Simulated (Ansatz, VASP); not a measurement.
# GaAs in two plane-wave programs

One calculation is typed for both programs; each brings its own data sets. How far apart do they land? The cell is taken from a series of VASP runs on this material, whose earlier steps may have relaxed, scaled or displaced it; both programs get it as it stands. Valence electrons are named where the data sets of a main pair hold unlike numbers.

Method: plane waves, with VASP 6.6.1 beside it; band structure at PBE, single point at PBE and band structure at PBE, spin-orbit coupling, in Ansatz 0.2.0.

### Step 1. The starting structure

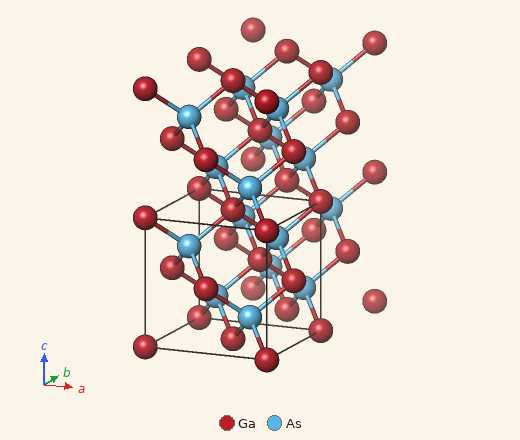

The starting structure, seen slightly off an axis (gallium red, arsenic blue). 1×2×2 cells are drawn. This picture shows the conventional cell, with its axes. Bonds to atoms that aren't drawn are left out. Some periodic images of atoms are drawn too.

### Step 2. VASP: band structure, PBE

Levels along a path test the potential and the projectors away from the mesh points.

Lines of VASP's logs that name or quote its potential files are left out, and so is its time.

Contents of INCAR:

```
SYSTEM = GaAs
PREC = Accurate
ENCUT = 400
EDIFF = 1E-06
NELM = 100
ISMEAR = 0
SIGMA = 0.05
LREAL = .FALSE.
ALGO = Normal
GGA = PE
NBANDS = 21
LORBIT = 11
LWAVE = .FALSE.
LCHARG = .FALSE.
KPAR = 2
```

Contents of POSCAR:

```
GaAs
1.0
    0.0000000000      2.8722583366      2.8722583366
    2.8722583366      0.0000000000      2.8722583366
    2.8722583366      2.8722583366      0.0000000000
Ga As
1 1
Direct
    0.0000000000      0.0000000000      0.0000000000
    0.2500000000      0.2500000000      0.2500000000
```

Contents of KPOINTS:

```
Automatic mesh
0
Gamma
6 6 6
0 0 0
```

Contents of KPOINTS_OPT:

```
Line mode
16
Line-mode
Reciprocal
  0.00000000   0.00000000   0.00000000 GAMMA
  0.50000000   0.00000000   0.50000000 X

  0.50000000   0.00000000   0.50000000 X
  0.50000000   0.25000000   0.75000000 W

  0.50000000   0.25000000   0.75000000 W
  0.37500000   0.37500000   0.75000000 K

  0.37500000   0.37500000   0.75000000 K
  0.00000000   0.00000000   0.00000000 GAMMA

  0.00000000   0.00000000   0.00000000 GAMMA
  0.50000000   0.50000000   0.50000000 L

  0.50000000   0.50000000   0.50000000 L
  0.62500000   0.25000000   0.62500000 U

  0.62500000   0.25000000   0.62500000 U
  0.50000000   0.25000000   0.75000000 W

  0.50000000   0.25000000   0.75000000 W
  0.50000000   0.50000000   0.50000000 L

  0.50000000   0.50000000   0.50000000 L
  0.37500000   0.37500000   0.75000000 K

  0.62500000   0.25000000   0.62500000 U
  0.50000000   0.00000000   0.50000000 X
```

PAW data sets: Ga_d and As (PBE family, release 64).

Run with:

```sh
mpirun -np 2 vasp_std
```

Numbers of over 12 decimals in the logs are rounded to 6 here.

What it wrote:

```text
[banner, memory and clock lines left out]
running    2 mpi-ranks, on    1 nodes
 distrk:  each k-point on    1 cores,    2 groups
 distr:  one band on    1 cores,    1 groups

 POSCAR found type information on POSCAR GaAs
 POSCAR found :  2 types and       2 ions
 LDA part: xc-table for (Slater+PW92), standard interpolation
 POSCAR, INCAR and KPOINTS ok, starting setup
 FFT: planning ... GRIDC
 FFT: planning ... GRID_SOFT
 FFT: planning ... GRID
 WAVECAR not read
 entering main loop
       N       E                     dE             d eps       ncg     rms          rms(c)
DAV:   1     0.934392202603E+02    0.93439E+02   -0.72545E+03   729   0.103E+03
DAV:   2     0.514246981853E+00   -0.92925E+02   -0.85858E+02   715   0.270E+02
DAV:   3    -0.825178479871E+01   -0.87660E+01   -0.86979E+01   801   0.590E+01
DAV:   4    -0.840293670139E+01   -0.15115E+00   -0.15110E+00   772   0.821E+00
DAV:   5    -0.840469376873E+01   -0.17571E-02   -0.17570E-02   799   0.865E-01    0.277E+00
DAV:   6    -0.826240006138E+01    0.14229E+00   -0.15867E-01  1007   0.571E+00    0.166E+00
DAV:   7    -0.824527083349E+01    0.17129E-01   -0.50276E-02   799   0.128E+00    0.564E-01
DAV:   8    -0.824629356855E+01   -0.10227E-02   -0.89636E-03   752   0.822E-01    0.955E-02
DAV:   9    -0.824671467641E+01   -0.42111E-03   -0.85938E-04   780   0.292E-01    0.547E-02
DAV:  10    -0.824678590491E+01   -0.71228E-04   -0.57571E-05   796   0.532E-02    0.301E-02
DAV:  11    -0.824684379285E+01   -0.57888E-04   -0.69216E-05   722   0.469E-02    0.309E-03
DAV:  12    -0.824684414034E+01   -0.34748E-06   -0.11664E-06   782   0.911E-03
   1 F= -.82468441E+01 E0= -.82468269E+01  d E =-.344421E-04
 Start KPOINTS_OPT (optional k-point list driver)
k-point batch [1-16\160]
       N       E                     dE             ncg
DAV:   1    -0.235755549295E+03   -0.47912E+04      728
DAV:   2    -0.176750610032E+04   -0.15318E+04      730
DAV:   3    -0.191995756354E+04   -0.15245E+03      756
DAV:   4    -0.192264234563E+04   -0.26848E+01      825
DAV:   5    -0.192266871128E+04   -0.26366E-01      792
DAV:   6    -0.192266934071E+04   -0.62942E-03      859
DAV:   7    -0.192266935919E+04   -0.18487E-04      809
DAV:   8    -0.192266935973E+04   -0.53554E-06      619
[...]
k-point batch [145-160\160]
       N       E                     dE             ncg
DAV:   1    -0.322721794107E+03   -0.92540E+04      733
DAV:   2    -0.188779423920E+04   -0.15651E+04      731
DAV:   3    -0.204824678190E+04   -0.16045E+03      837
DAV:   4    -0.205139110345E+04   -0.31443E+01      792
DAV:   5    -0.205142213427E+04   -0.31031E-01      779
DAV:   6    -0.205142318129E+04   -0.10470E-02      978
DAV:   7    -0.205142319309E+04   -0.11805E-04      755
DAV:   8    -0.205142319353E+04   -0.44047E-06      685
```

OUTCAR, selected parts (step 2):

```text
ion  position               nearest neighbor table
   1  0.000  0.000  0.000-   2 2.49   2 2.49   2 2.49   2 2.49
   2  0.250  0.250  0.250-   1 2.49   1 2.49   1 2.49   1 2.49

  LATTYP: Found a face centered cubic cell.
 ALAT       =     5.7445166732

 Subroutine GETGRP returns: Found 24 space group operations
 (whereof 24 operations were pure point group operations)

The static configuration has the point symmetry T_d .

 Found     16 irreducible k-points:

   k-points           NKPTS =     16   k-points in BZ     NKDIM =     16   number of bands    NBANDS=     21

   dimension x,y,z NGX =    28 NGY =   28 NGZ =   28
   dimension x,y,z NGXF=    56 NGYF=   56 NGZF=   56

   ENCUT  =  400.0 eV  29.40 Ry    5.42 a.u.   6.62  6.62  6.62*2*pi/ulx,y,z

   NELECT =      18.0000    total number of electrons

 k-points in reciprocal lattice and weights: Automatic mesh
   0.00000000  0.00000000  0.00000000       0.005
   0.16666667  0.00000000  0.00000000       0.037
   0.33333333  0.00000000  0.00000000       0.037
   0.50000000  0.00000000  0.00000000       0.019
   0.16666667  0.16666667  0.00000000       0.028
   0.33333333  0.16666667  0.00000000       0.111
   0.50000000  0.16666667  0.00000000       0.111
  -0.33333333  0.16666667  0.00000000       0.111
  -0.16666667  0.16666667  0.00000000       0.056
[...]
-0.33333333  0.33333333  0.16666667       0.111
  -0.33333333  0.50000000  0.16666667       0.056

 average (electrostatic) potential at core
       1 -66.7739       2 -50.7099

 E-fermi :   3.5916

 k-point     1 :       0.0000    0.0000    0.0000
  band No.  band energies     occupation
    ...
      5     -11.1707      2.00000
      6      -8.8912      2.00000
      7       3.5042      1.98655
      8       3.5042      1.98655
      9       3.5042      1.98655
     10       3.6641      0.04035
     11       7.2084      0.00000
     12       7.2084      0.00000
     13       7.2084      0.00000
     14      10.9408      0.00000
    ...

 k-point     2 :       0.1667    0.0000    0.0000
  band No.  band energies     occupation
    ...
      5     -11.1708      2.00000
      6      -8.5931      2.00000
      7       0.7980      2.00000
      8       3.1497      2.00000
      9       3.1497      2.00000
     10       4.9357      0.00000
     11       7.7254      0.00000
     12       7.7254      0.00000
     13       8.0355      0.00000
     14      12.2703      0.00000
    ...

 k-point     3 :       0.3333    0.0000    0.0000
  band No.  band energies     occupation
    ...
      5     -11.1690      2.00000
      6      -7.8275      2.00000
      7      -1.7175      2.00000
      8       2.6349      2.00000
      9       2.6349      2.00000
     10       4.5745      0.00000
     11       8.1500      0.00000
     12       8.1500      0.00000
     13      10.5105      0.00000
     14      12.1501      0.00000
    ...

  Total       -0.0120322     -0.0120322     -0.0120322      0.0000000     -0.0000000      0.0000000
  in kB       -0.4067773     -0.4067773     -0.4067773      0.0000000     -0.0000000      0.0000000
  external PRESSURE =      -0.4067773 kB  Pullay stress =       0.0000000 kB

  energy-cutoff  :      400.00
  volume of cell :       47.39
      direct lattice vectors                 reciprocal lattice vectors
     0.000000000  2.872258337  2.872258337    -0.174079049  0.174079049  0.174079049
     2.872258337  0.000000000  2.872258337     0.174079049 -0.174079049  0.174079049
     2.872258337  2.872258337  0.000000000     0.174079049  0.174079049 -0.174079049

 POSITION                                       TOTAL-FORCE (eV/Angst)
 -----------------------------------------------------------------------------------
      0.00000      0.00000      0.00000        -0.000000     -0.000000      0.000000
      1.43613      1.43613      1.43613         0.000000      0.000000     -0.000000
 -----------------------------------------------------------------------------------
    total drift:                                0.000003      0.000003      0.000003

  FREE ENERGIE OF THE ION-ELECTRON SYSTEM (eV)
  ---------------------------------------------------
  free  energy   TOTEN  =        -8.2468441403 eV

  energy  without entropy=       -8.2468096982  energy(sigma->0) =       -8.24682692

 total charge
# of ion       s       p       d       tot
------------------------------------------
    1        0.879   0.758   9.986  11.623
    2        1.210   1.570   0.028   2.808
--------------------------------------------------
tot          2.089   2.328  10.014  14.431

[... 3 further parts left out ...]
```

Spin-orbit coupling is off here; it would split degenerate levels, and it lifts a valence top of As p states by about 0.1 eV.

### Step 3. Ansatz: band structure, PBE

Ansatz runs on its default PAW (the set named soft_2) files.

The same cell, functional, mesh and smearing now go to Ansatz, which takes its cutoff from its data sets.

Contents of input.yaml:

```yaml
crystal:
  lattice:
    - [0.0, 2.8722583366, 2.8722583366]
    - [2.8722583366, 0.0, 2.8722583366]
    - [2.8722583366, 2.8722583366, 0.0]
  atoms:
    - { symbol: Ga, position: [0.0, 0.0, 0.0] }
    - { symbol: As, position: [0.25, 0.25, 0.25] }
hamiltonian:
  xc: pbe
  pseudopotentials: { kind: paw }
kpoints:
  mp_grid: { grid: [6, 6, 6] }
  band_path:
    path:
      - [0.0, 0.0, 0.0]
      - [0.16667, 0.0, 0.16667]
      - [0.33333, 0.0, 0.33333]
      - [0.5, 0.0, 0.5]
      - [0.5, 0.08333, 0.58333]
      - [0.5, 0.18333, 0.68333]
      - [0.5, 0.25, 0.75]
      - [0.45, 0.3, 0.75]
      - [0.40833, 0.34167, 0.75]
      - [0.35, 0.35, 0.7]
      - [0.225, 0.225, 0.45]
      - [0.075, 0.075, 0.15]
      - [0.03333, 0.03333, 0.03333]
      - [0.23333, 0.23333, 0.23333]
      - [0.4, 0.4, 0.4]
      - [0.51667, 0.46667, 0.51667]
      - [0.55833, 0.38333, 0.55833]
      - [0.60833, 0.28333, 0.60833]
      - [0.60833, 0.25, 0.64167]
      - [0.55833, 0.25, 0.69167]
      - [0.51667, 0.25, 0.73333]
      - [0.5, 0.3, 0.7]
      - [0.5, 0.38333, 0.61667]
      - [0.5, 0.48333, 0.51667]
      - [0.475, 0.475, 0.55]
      - [0.425, 0.425, 0.65]
      - [0.38333, 0.38333, 0.73333]
      - [0.59167, 0.18333, 0.59167]
      - [0.55, 0.1, 0.55]
      - [0.5, 0.0, 0.5]
    npoints: 1
scf:
  occupations: { method: gaussian, width: 0.05 }
  n_extra_bands: 7
output:
  forces: true
  stress: true
  eigenvalues: true
  write_density: true
  write_potential: true
  elf: true
  volumetric_format: npy
```

Run with:

```sh
ansatz run input.yaml --threads 2 --pin off --max-ram 4608MiB --backend cpu --events-out ev --progress --plain --runs-dir out
```

What it wrote:

```text
scf.n_extra_bands = 7 over 14 filled bands (N_el = 28.0): the run solves 21 bands
Engine: ansatz 0.2.0, aarch64-unknown-linux-gnu
Pseudopotentials: kind: paw
Pseudopotential: Ga, paw, valence charge 13, recommended cutoff 420 eV (normal), Ga.paw.azcp
Pseudopotential: As, paw, valence charge 15, recommended cutoff 420 eV (normal), As.paw.azcp
Functional definition: PBE
  parameter kappa = 0.804
  parameter beta = 0.066725
  exchange = pbe_x(kappa = kappa, mu = beta*pi^2/3)
  correlation = pbe_c(beta = beta)
Crystal: 2 atoms, lattice volume = 47.392 Å³
Basis set: ecut = 420 eV, 941 PW (Γ), exchange–correlation on 60×60×60 points (8 copies of the dense FFT grid, shifted against one another)
Bands: 21, of which v1, the nominal top of the filled ones, is band 14 counted from 1 (13 counted from 0)
Symmetry: 24 space group operations
Space group: F-43m (ITA 216), of the structure as read, at distance tolerance 3.6e-5 Å
k-points: 16 of 216 (time reversal used)
Non-local potential: Ga, projectors of the file, l = 0: 2, l = 1: 2, l = 2: 3, l = 3: 1
Non-local potential: As, projectors of the file, l = 0: 2, l = 1: 2, l = 2: 3, l = 3: 1
PAW form: soft (Blöchl's): semilocal exchange-correlation on the pseudo side does not see the compensation charge
PAW one-centre angular grid: Ga, 590 points (default); XC on 64 Gauss nodes
PAW one-centre angular grid: As, 590 points (default); XC on 64 Gauss nodes
Initial density: superposition of atomic densities (neutral atoms: chi_scale 0, normalization atom), corrected by the library's trained network
Initial wavefunctions: pseudopotential atomic-orbital guess
Functional: x = pbe(κ = 0.804, μ = 0.219515), c = pbe(β = 0.066725)
SCF iter   1: F=—  HF=-8639.836152 eV  |F-HF|=—  |Δ(HF+E_count)|=         —  Δρ=1.61e-3  dr2=1.83e-3  ethr=1.77e-3  ⟨swp⟩=5.8  Hψ=1631  notcnv=0
preconditioner: auto → none  [insulator: Δε(μ)=0.154 eV  Ē_g=17.732 eV  σ=0.050 eV  W_gap=0.97  n_scr=14 (ndim 8)  ℏωp=22.9 eV  f_vac=0.103  D(μ)=0.03/eV (n_scr^D=0)  ε∞_Penn≈2.7]
SCF iter   2: F=—  HF=-8639.835473 eV  |F-HF|=—  |Δ(HF+E_count)|=   6.79e-4  Δρ=8.32e-4  dr2=3.31e-4  ethr=6.55e-6  ⟨swp⟩=2.0  Hψ=613  notcnv=0  defer=19
SCF iter   3: F=—  HF=-8639.835347 eV  |F-HF|=—  |Δ(HF+E_count)|=   1.27e-4  Δρ=2.33e-4  dr2=3.73e-5  ethr=1.18e-6  ⟨swp⟩=2.0  Hψ=440  notcnv=0  defer=19
SCF iter   4: F=—  HF=-8639.835377 eV  |F-HF|=—  |Δ(HF+E_count)|=   3.01e-5  Δρ=9.94e-5  dr2=5.36e-6  ethr=1.33e-7  ⟨swp⟩=2.0  Hψ=360  notcnv=0  defer=19
SCF iter   5: F=—  HF=-8639.835383 eV  |F-HF|=—  |Δ(HF+E_count)|=   6.28e-6  Δρ=1.96e-5  dr2=2.46e-7  ethr=1.92e-8  ⟨swp⟩=2.0  Hψ=440  notcnv=0  defer=19
SCF iter   6: F=-8639.835383 eV  HF=-8639.835383 eV  |F-HF|=2.78e-8  |Δ(HF+E_count)|=   2.74e-7  Δρ=5.96e-6  dr2=1.47e-8  ethr=3.57e-10  ⟨swp⟩=10.9  Hψ=2379  notcnv=0
SCF 1 converged in 6 iterations: F = -8639.835383 eV  dr2 = 1.47e-8
  greatest PAW one-centre occupation: 0.999 electrons in one spin orbital (limit 2), on the As atom at site 1 (counted from 0), in its partial waves of l = 2
NSCF: frozen V_eff on 30 k-points
SCF converged after 6 iterations
Free energy (F): -8639.835383 eV
Harris-Foulkes:  -8639.835383 eV  (|F-HF|=2.78e-8)
Internal energy: -8639.835350 eV  (E = F + TS)
E sigma→0 (E₀):  -8639.835367 eV
Entropy (-TS):   -0.000034 eV (-0.017 meV/atom)
Fermi energy:    7.645156 eV
--- Per-component energies (eV) ---
  E_band       = -327.051593
  E_kinetic    = 218.260048
  E_local      = -3985.075609  (includes V_loc(G=0)·N_el)
  E_nonlocal   = -245.649040
  E_hartree    = 2001.098712
  E_xc         = -147.799192
  E_vxc        = -136.596298  (∫ρ·V_xc dr)
  E_paw        = -3824.607317  (= ΣΔE_a)
  E_vpaw       = -180.183492  (= ΣTr[D̂ρ^β])
  E_aug_tail   = -0.000109  (compensation charges beyond the density's cutoff)
  E_ewald      = -2656.062843
  E_smearing   = -0.000034  (= −TS)
  E_closure    = 0.000000  (closes the sum)
  Σ components = -8639.835383   (vs F -8639.835383, Δ=0.00e0)
--- Forces (eV/Å), atoms counted from 1 ---
  atom   1  Ga     0.00000000    -0.00000000     0.00000000
  atom   2  As    -0.00000000     0.00000000    -0.00000000
  max |Σ_I F_I| component: 1.85e-16 eV/Å
--- Stress (GPa, compression-positive) ---
       -0.017755      -0.000000      -0.000000
        0.000000      -0.017755       0.000000
       -0.000000       0.000000      -0.017755
  P = ⅓ Tr σ = -0.0178 GPa (-0.178 kbar)
--- Band table (eV; the first three rows and the last of 16) ---
  k-point 0: bands = [... 10 lower, -4.8377, 7.5574, 7.5574, 7.5574, 7.7181, 11.2758, 11.2758, 11.2758, ... 3 higher]
  k-point 1: bands = [... 10 lower, -4.5395, 4.8544, 7.2039, 7.2039, 8.9938, 11.7924, 11.7924, 12.0953, ... 3 higher]
  k-point 2: bands = [... 10 lower, -3.7747, 2.3419, 6.6899, 6.6899, 8.6350, 12.2173, 12.2173, 14.5665, ... 3 higher]
  k-point 15: bands = [... 10 lower, -2.5046, 1.0795, 4.4213, 4.5647, 10.8331, 10.9211, 14.4794, 14.7995, ... 3 higher]
```

It took 1.9 s on 2 threads of Arm Neoverse V1, shared host; peak memory 0.31 GiB; 3.5 s of CPU time.

Reading the cycles: dr2 is the Hartree energy of the density residual (eV), the measure of convergence; HF is the Harris–Foulkes estimate of the energy, which meets the free energy F at convergence.

### Step 4. Differences

Known differences besides the potentials themselves: the data sets hold 28 valence electrons in Ansatz (on its default PAW (the set named soft_2) files) and 18 in VASP; the cutoff is 420 eV in Ansatz and 400 eV in VASP; VASP leaves aspherical gradient terms in its spheres out (LASPH is not set), Ansatz keeps them. Total energies have different zeros and are not compared.

Compared:

```csv
quantity,Ansatz,VASP,difference
pressure (GPa),-0.02,-0.04,+0.02
gap over the path points (eV),0.161,0.160,+0.001
```

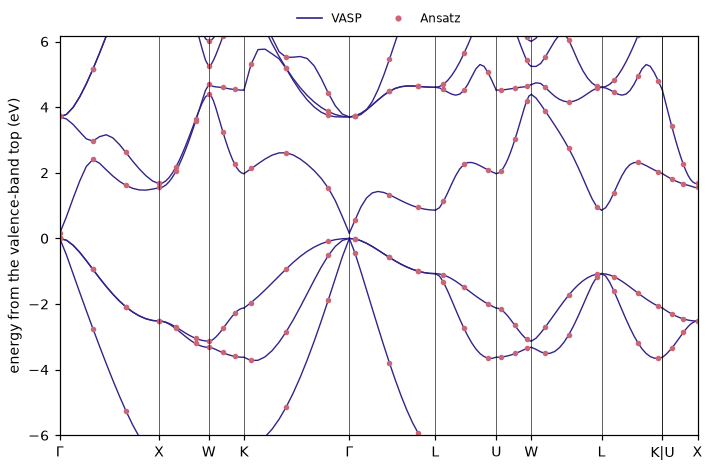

Bands from VASP (lines) and levels from Ansatz (dots). Dots without a line are higher empty bands that the VASP plot leaves out.

Levels at points of the path, from each program's valence-band top (eV; 3 filled, then empty):

```csv
k (reciprocal lattice),Ansatz,VASP
0.000 0.000 0.000,0.00 0.00 0.00 0.16 3.72 3.72,0.00 0.00 0.00 0.16 3.70 3.70
0.167 0.000 0.167,-2.75 -0.94 -0.94 2.41 2.97 5.17,-2.75 -0.94 -0.94 2.41 2.97 5.16
0.333 0.000 0.333,-5.25 -2.08 -2.08 1.63 2.62 7.79,-5.26 -2.09 -2.09 1.61 2.61 7.78
0.500 0.000 0.500,-6.60 -2.51 -2.51 1.55 1.68 9.79,-6.61 -2.52 -2.52 1.54 1.67 9.78
0.500 0.083 0.583,-6.56 -2.74 -2.69 2.04 2.18 8.82,-6.57 -2.75 -2.70 2.03 2.17 8.81
0.500 0.183 0.683,-6.46 -3.20 -3.04 3.58 3.63 6.53,-6.47 -3.20 -3.04 3.57 3.63 6.52
0.500 0.250 0.750,-6.43 -3.31 -3.12 4.40 4.70 5.26,-6.44 -3.32 -3.13 4.39 4.69 5.25
0.450 0.300 0.750,-6.42 -3.48 -2.75 3.26 4.60 6.17,-6.44 -3.48 -2.75 3.25 4.59 6.16
0.408 0.342 0.750,-6.43 -3.59 -2.28 2.28 4.55 7.18,-6.44 -3.59 -2.29 2.27 4.54 7.17
0.350 0.350 0.700,-6.34 -3.71 -1.95 2.13 5.30 7.34,-6.35 -3.72 -1.96 2.12 5.30 7.32
```

Among the levels compared at these points, filled levels agree within 11 meV and empty ones within 16 meV. Ansatz's pressure holds a Pulay correction of 0.03 GPa; VASP's holds none.

### Step 5. Further runs

Further runs change the set-up of one program: Ansatz's method, potentials or start, or VASP's data sets, cutoff or form of LDA. The table gives Ansatz less VASP for each quantity, since a change that brings one quantity closer may part another.

```
                              run  pressure (GPa)  gap over the path points (eV)
                         as above           0.023                         8.0e-4
Ansatz's all-electron LAPW method           0.025                         0.0053
```

### Step 6. Ansatz: single point, PBE

With cell and atoms fixed, the geometry can't cause a difference; cores, projectors, grids and the points listed under the comparison can.

The cell is taken from a series of VASP runs on this material, whose earlier steps may have relaxed, scaled or displaced it; both programs get it as it stands.

input.yaml, the sections that differ from step 3:

```yaml
kpoints:
  mp_grid: { grid: [9, 9, 9] }
scf:
  occupations: { method: gaussian, width: 0.05 }
  n_extra_bands: 4
output:
  forces: true
  stress: true
  eigenvalues: true
# crystal, hamiltonian: as in step 3
```

What it wrote:

```text
[...]
Crystal: 2 atoms, lattice volume = 47.392 Å³
Basis set: ecut = 420 eV, 941 PW (Γ), exchange–correlation on 60×60×60 points (8 copies of the dense FFT grid, shifted against one another)
Bands: 18, of which v1, the nominal top of the filled ones, is band 14 counted from 1 (13 counted from 0)
Symmetry: 24 space group operations
[...]
k-points: 35 of 729 (time reversal used)
[...]
--- Band table (eV; the first three rows and the last of 35) ---
  k-point 0: bands = [... 10 lower, -4.8460, 7.5488, 7.5488, 7.5488, 7.7123, 11.2739, 11.2739, 11.2739]
  k-point 1: bands = [... 10 lower, -4.7112, 5.7939, 7.3715, 7.3715, 8.8531, 11.5404, 11.5404, 11.5518]
  k-point 2: bands = [... 10 lower, -4.3291, 3.9356, 7.0077, 7.0077, 8.9156, 12.0173, 12.0173, 12.8521]
  k-point 34: bands = [... 10 lower, -2.5748, 1.1845, 4.1306, 4.7234, 11.6288, 11.9603, 12.7823, 14.4245]
[key lines of the parts left out:]
SCF converged after 6 iterations
Free energy (F): -8639.858306 eV
Fermi energy:    7.637869 eV
P = ⅓ Tr σ = 0.0119 GPa (0.119 kbar)
```

Wall time 1.6 s (2 threads); peak memory 0.33 GiB.

The run ends at a pressure of 0.01 GPa.

(Continued in part 2 of 2.)

[Lines on the potential files, build, host, timing and source positions are cut from VASP's logs without a mark.]

[Logs are printed without paths, hosts, clocks, repeated set-up lines and the standing remarks that a program may print on its own settings, such as how far it seeks lower states.]

[Hosts, paths, dates, database ids (printed as entryN), source tags and the programs' standing remarks are cut or masked in the printed files.]
